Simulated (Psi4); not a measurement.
# One shape, several levels: C2ClF3 (chlorotrifluoroethylene)

We compute a comparison of 3 runs (DSD-PBEP86/cc-pVDZ, wB97X-V/cc-pVDZ, OMP2/cc-pVDZ) of C2ClF3 (chlorotrifluoroethylene). 

The results are computed with Psi4 1.11.

## Step 1: The molecule

C2ClF3 has 6 atoms, charge 0, and is taken as a singlet. As SMILES, `FC(F)=C(F)Cl`. One bond was lengthened or shortened from a relaxed shape.

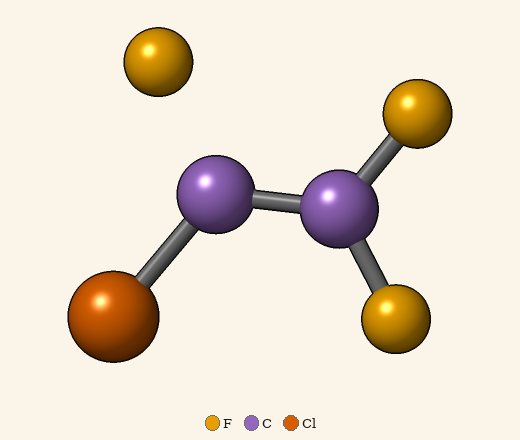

Viewed from a chosen angle; fluorine amber, carbon purple, chlorine orange.

## Step 2: A single-point energy at DSD-PBEP86/cc-pVDZ (density fitting for correlation) (run 1)

Input file c2clf3.xyz:

```xyz
6
C2ClF3
F      0.585555    -1.677065     0.217926
C     -0.254195    -0.680415     0.334596
F     -1.340765    -1.013045     0.979776
C     -0.020325     0.529085    -0.150994
F      1.278540     0.821980    -0.890380
Cl    -1.095955     1.828445    -0.008674
```

Input file run.py:

```python
import psi4

psi4.set_memory('2200 MB')
psi4.set_num_threads(1)
psi4.core.set_output_file('psi4.out', False)

with open('c2clf3.xyz') as f:
    atoms = ''.join(f.readlines()[2:])
molecule = psi4.geometry('0 1\n' + atoms + 'symmetry c1')

psi4.set_options({
    'basis': 'cc-pVDZ',
    'reference': 'rks',
    'puream': True,
    'e_convergence': 1e-09,
    'd_convergence': 1e-08,
    'scf_type': 'pk',
    'dft_radial_points': 99,
    'dft_spherical_points': 590,
    'num_frozen_docc': 10,
})

E, wfn = psi4.energy('DSD-PBEP86', return_wfn=True)
print(f'DSD-PBEP86 energy: {E:.10f} Eh')
```

Started as:

```sh
$ python run.py
```

psi4.out:

```text
[...]
  Running in c1 symmetry.
[...]
  Nuclear repulsion =  288.950452344180235
[...]
  Multiplicity = 1
[...]
  Nalpha       = 28
  Nbeta        = 28
[...]
    Number of basis functions: 88
[...]
   @RKS iter   1:  -834.35517367314367   -4.39177e-01   4.26853e-03 DIIS/ADIIS
[...]
   @RKS iter  12:  -834.41150140575837   -3.41061e-12   6.67837e-09 DIIS
[...]
  @RKS Final Energy:  -834.41150140575837
   => Energetics <=
    Nuclear Repulsion Energy =            288.9504523441802348
    One-Electron Energy =               -1729.2601407968302283
    Two-Electron Energy =                 625.8905479512637839
    DFT Exchange-Correlation Energy =     -19.9923609043723012
    Empirical Dispersion Energy =           0.0000000000000000
    VV10 Nonlocal Energy =                  0.0000000000000000
    Total Energy =                       -834.4115014057583721
[...]
 Multipole Moments:
 ------------------------------------------------------------------------------------
     Multipole            Electronic (a.u.)      Nuclear  (a.u.)        Total (a.u.)
 ------------------------------------------------------------------------------------
 L = 1.  Multiply by 2.5417464519 to convert [e a0] to [Debye]
 Dipole X            :          0.0356668           -0.5135108           -0.4778440
 Dipole Y            :         -1.0134348            0.9486434           -0.0647914
 Dipole Z            :          0.2909499           -0.0320281            0.2589219
 Magnitude           :                                                    0.5473329
[...]
```

The script printed:

```text
DSD-PBEP86 energy: -834.9090733999 Eh
```

Wall time 24 s (1 thread of Intel Xeon Platinum 8259CL at 2.50GHz (Skylake/Cascade Lake), shared host); peak memory 1.1 GiB.

## Step 3: The energy at wB97X-V/cc-pVDZ (run 2)

Input file run_ase.py:

```python
import numpy as np
from ase.calculators.psi4 import Psi4
from ase import Atoms

mol = Atoms(['F', 'C', 'F', 'C', 'F', 'Cl'], positions=[
    [0.585555, -1.677065, 0.217926],
    [-0.254195, -0.680415, 0.334596],
    [-1.340765, -1.013045, 0.979776],
    [-0.020325, 0.529085, -0.150994],
    [1.278540, 0.821980, -0.890380],
    [-1.095955, 1.828445, -0.008674],
])
calc = Psi4(atoms=mol, method='wb97x-v', basis='cc-pVDZ', memory='2200MB', num_threads=1, charge=0, multiplicity=1, label='psi4-calc')
calc.psi4.set_options({'puream': True, 'e_convergence': 1e-09, 'd_convergence': 1e-08, 'scf_type': 'pk', 'dft_radial_points': 99, 'dft_spherical_points': 590})
mol.calc = calc

print(f'energy: {mol.get_potential_energy():.6f} eV')
```

Started as:

```sh
$ python run_ase.py
```

psi4-calc.dat:

```text
[...]
  Running in c1 symmetry.
[...]
  Nuclear repulsion =  288.950452344180235
[...]
  Multiplicity = 1
[...]
  Nalpha       = 28
  Nbeta        = 28
[...]
    Number of basis functions: 88
[...]
   @RKS iter   1:  -835.64023160677584   -3.92519e-01   4.31081e-03 DIIS/ADIIS
[...]
   @RKS iter  13:  -835.69417658031841    1.13687e-13   3.13715e-09 DIIS
[...]
  @RKS Final Energy:  -835.69417658031841
   => Energetics <=
    Nuclear Repulsion Energy =            288.9504523441802348
    One-Electron Energy =               -1729.5704961522844769
    Two-Electron Energy =                 656.3078331803757237
    DFT Exchange-Correlation Energy =     -51.6113674011022212
    Empirical Dispersion Energy =           0.0000000000000000
    VV10 Nonlocal Energy =                  0.2294014485122278
    Total Energy =                       -835.6941765803184126
[...]
 Multipole Moments:
 ------------------------------------------------------------------------------------
     Multipole            Electronic (a.u.)      Nuclear  (a.u.)        Total (a.u.)
 ------------------------------------------------------------------------------------
 L = 1.  Multiply by 2.5417464519 to convert [e a0] to [Debye]
 Dipole X            :          0.0979259           -0.5135108           -0.4155849
 Dipole Y            :         -1.0661636            0.9486434           -0.1175202
 Dipole Z            :          0.2758493           -0.0320281            0.2438213
 Magnitude           :                                                    0.4959542
[...]
```

The script printed:

```text
energy: -22740.396837 eV
```

Wall time 2.3 min (1 thread of Intel Xeon Platinum 8259CL at 2.50GHz (Skylake/Cascade Lake), shared host); peak memory 1.2 GiB.

## Step 4: The energy at OMP2/cc-pVDZ (density fitting for correlation) (run 3)

Input file c2clf3.json:

```json
{
  "schema_name": "qcschema_input",
  "schema_version": 1,
  "molecule": {
    "schema_name": "qcschema_molecule",
    "schema_version": 2,
    "symbols": ["F", "C", "F", "C", "F", "Cl"],
    "geometry": [1.10653858, -3.16919354, 0.41182046, -0.48035893, -1.285798, 0.6322948, -2.53367865, -1.9143776, 1.8515083, -0.03840868, 0.99982575, -0.28533731, 2.41609044, 1.55331708, -1.68257435, -2.07105479, 3.45526028, -0.01639148],
    "molecular_charge": 0,
    "molecular_multiplicity": 1,
    "fix_symmetry": "c1"
  },
  "driver": "energy",
  "model": {
    "method": "omp2",
    "basis": "cc-pVDZ"
  },
  "keywords": {
    "puream": true,
    "e_convergence": 1e-09,
    "d_convergence": 1e-08,
    "scf_type": "pk",
    "num_frozen_docc": 10
  }
}
```

Started as:

```sh
$ psi4 --qcschema c2clf3.json -n 1 --memory 2200MB
```

stdout:

```text
[...]
  Running in c1 symmetry.
[...]
  Nuclear repulsion =  288.950452641505080
[...]
  Multiplicity = 1
[...]
  Nalpha       = 28
  Nbeta        = 28
[...]
    Number of basis functions: 88
[...]
   @RHF iter   1:  -833.39188138463021   -5.74308e-01   4.98064e-03 DIIS/ADIIS
[...]
   @RHF iter  13:  -833.47770461590267   -2.38742e-12   3.53395e-09 DIIS
[...]
  @RHF Final Energy:  -833.47770461590267
   => Energetics <=
    Nuclear Repulsion Energy =            288.9504526415050805
    One-Electron Energy =               -1729.0171344045795649
    Two-Electron Energy =                 606.5889771471718177
    Total Energy =                       -833.4777046159026668
[...]
 Multipole Moments:
 ------------------------------------------------------------------------------------
     Multipole            Electronic (a.u.)      Nuclear  (a.u.)        Total (a.u.)
 ------------------------------------------------------------------------------------
 L = 1.  Multiply by 2.5417464519 to convert [e a0] to [Debye]
 Dipole X            :          0.0055868           -0.5135108           -0.5079240
 Dipole Y            :         -1.0079936            0.9486434           -0.0593502
 Dipole Z            :          0.3043524           -0.0320281            0.2723243
 Magnitude           :                                                    0.5793701
[...]
	Warning: cc_lambda option is changed to TRUE
	For this residual convergence, default PCG convergence is:     1.00e-07
[...]
	DF-MP2 Total Energy (a.u.)         :  -834.42875471456625
[...]
	DF-MP2 Total Energy (a.u.)         :  -834.44244585895194
[...]
	DF-OMP2 Total Energy (a.u.)        :  -834.44244585895251
[...]
```

The result, in JSON:

```text
{
 "driver": "energy",
 "model": {
  "method": "omp2",
  "basis": "cc-pVDZ"
 },
 "success": true,
 "return_result": -834.4424458589525,
 "properties": {
  "calcinfo_nbasis": 88,
  "calcinfo_nmo": 88,
  "calcinfo_nalpha": 28,
  "calcinfo_nbeta": 28,
  "calcinfo_natom": 6,
  "nuclear_repulsion_energy": 288.9504526415051,
  "return_energy": -834.4424458589525,
  "scf_one_electron_energy": -1729.0171344045796,
  "scf_two_electron_energy": 606.5889771471718,
  "scf_dipole_moment": [-0.5079239819900327, -0.059350152362947384, 0.27232430940133656],
  "scf_total_energy": -833.4777046159027,
  "scf_iterations": 13,
  "mp2_singles_energy": 0.0,
  "mp2_doubles_energy": -0.9510500986635988,
  "mp2_correlation_energy": -0.9510500986635861,
  "mp2_total_energy": -834.4287547145663
 }
}
```

It took 42 s on 1 thread of Intel Xeon Platinum 8259CL at 2.50GHz (Skylake/Cascade Lake), shared host; peak memory 0.41 GiB.

## Step 5: All runs side by side

| run | level | fitting correlation | frozen core orbitals | energy (Eh) | HOMO energy (eV) | LUMO energy (eV) | HOMO–LUMO gap (eV) | wall time |
| --- | --- | --- | --- | --- | --- | --- | --- | --- |
| 1 | DSD-PBEP86/cc-pVDZ (density fitting for correlation) | density fitting | 10 | -834.909073 | -9.82 | 2.54 | 12.35 | 24 s |
| 2 | wB97X-V/cc-pVDZ | – | 0 | -835.694177 | -9.94 | 2.43 | 12.37 | 2.3 min |
| 3 | OMP2/cc-pVDZ (density fitting for correlation) | density fitting | 10 | -834.442446 | -10.91 | 4.21 | 15.12 | 42 s |

## Step 6: What came out

```
                                           quantity          value
                                run 3: total energy  -834.44245 Eh
         run 3: HOMO energy (Hartree–Fock orbitals)      -10.91 eV
         run 3: LUMO energy (Hartree–Fock orbitals)        4.21 eV
       run 3: HOMO–LUMO gap (Hartree–Fock orbitals)       15.12 eV
run 3: correlation energy (10 core orbitals frozen)     -964.7 mEh
```

Totals of different functionals can't be ranked against each other. All runs together took 3.4 min, the longest 2.3 min.
